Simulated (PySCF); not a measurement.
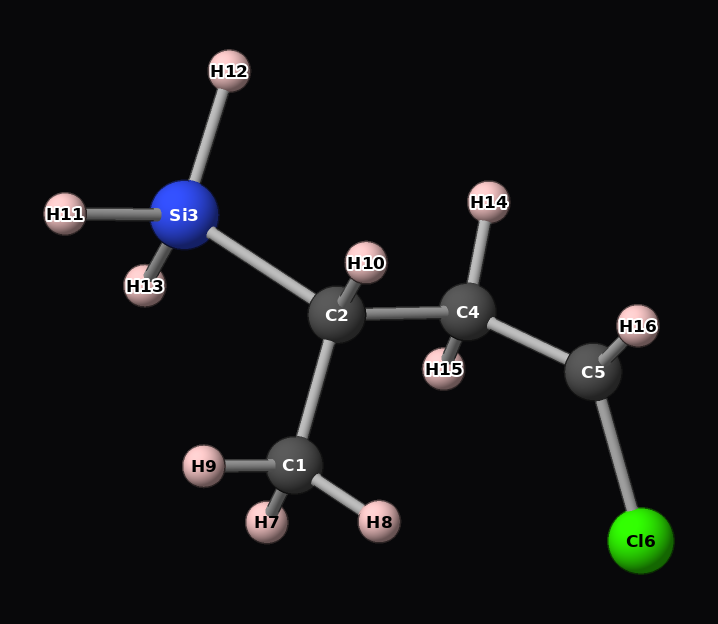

The questions are on Mulliken spin populations. State: neutral, doublet. Computed geometry: GFN2-xTB optimisation. No frequency run is at hand to confirm it as a minimum. Level of theory: UKS B3LYP, pcH-1 on C Cl H Si, non-relativistic (PySCF 2.14.0).

Question: Which atom carries the largest spin population?

Answer: C5 (0.94 e).

Question: Which atom has the lowest spin population?

Answer: C4 (−0.07 e); a negative value comes from spin polarisation.

Give the Mulliken spin populations atom by atom.

| atom | value (e) |
| --- | --- |
| C1 | 0.00 |
| C2 | 0.05 |
| Si3 | 0.02 |
| C4 | −0.07 |
| C5 | 0.94 |
| Cl6 | 0.09 |
| H7 | 0.00 |
| H8 | 0.00 |
| H9 | 0.00 |
| H10 | 0.00 |
| H11 | 0.00 |
| H12 | 0.00 |
| H13 | 0.00 |
| H14 | 0.02 |
| H15 | 0.00 |
| H16 | −0.04 |

Mulliken values depend strongly on the basis set. The geometry is semi-empirical. Around Si such bond lengths and angles can be off by a tenth of an ångström or more and by several degrees, and values that hang on the shape move with them.
